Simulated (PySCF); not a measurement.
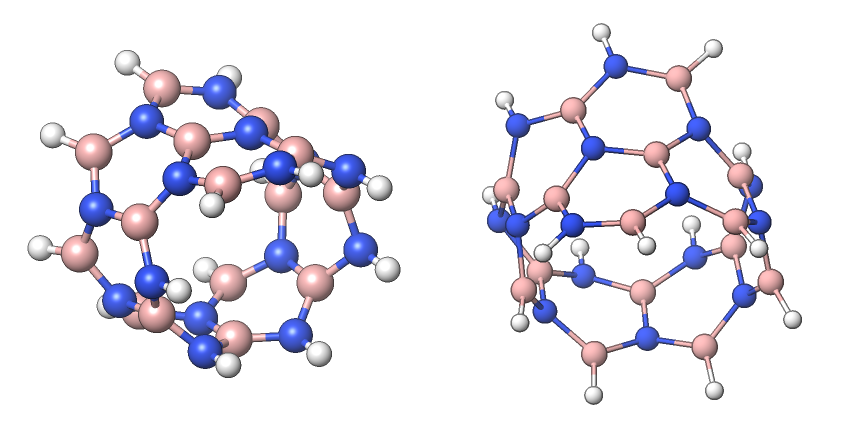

Two views of one molecule. Colours: boron pink, nitrogen blue, hydrogen white.

Computed geometry: GFN2-xTB optimisation. No frequency run is at hand to confirm it as a minimum.

Description:

It has 44 atoms: 15 boron, 14 hydrogen and 15 nitrogen (B₁₅H₁₄N₁₅). SMILES: `B1N2BN3BN4BN5BNB6N7BN1B1NB2NB3NB4N2BNB(NB7N1)N6B52`. Independent rings (smallest set): 8 of 6 members, 1 of 14 members. Among its groups: B–H bond. The point group is C1.
